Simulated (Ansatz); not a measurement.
# Effect of Pd → Cd on Pd

Base system: Pd in the fcc (Cu type) structure (space group Fm-3m, No. 225; a = 3.876 Å).

Modification: full substitution Pd → Cd; the structure is relaxed again.

All numbers come from PBEsol (Ansatz, a program for electronic structure), no spin-orbit coupling, earlier PAW set. k-mesh 18×18×18 (Γ-centred); smearing 0.05 eV (Fermi–Dirac), for the changed cell.

The volume per atom goes up by 6.39 Å³ (14.55 Å³ → 20.94 Å³) and the lattice parameter a rises by 0.4997 Å (3.876 Å → 4.375 Å). The space group stays Fm-3m (No. 225) and the shortest interatomic distance goes up by 0.3534 Å to 3.094 Å. The band gap remains zero.

Final structure:

```xyz
1
Lattice="0.0000 2.1876 2.1876 2.1876 0.0000 2.1876 2.1876 2.1876 0.0000" Properties=species:S:1:pos:R:3 pbc="T T T"
Cd     0.0000     0.0000     0.0000
```

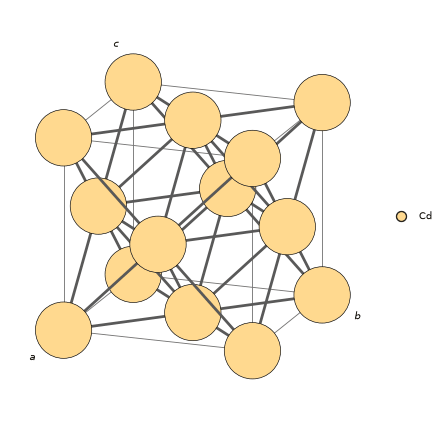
Figure: The relaxed conventional cell after the change

Whether these cells are dynamically stable was not tested. For Cd in this form, whether it has been made was not checked. The final runs are not spin-polarised. This is not the structure that Cd has at room temperature and ambient pressure.
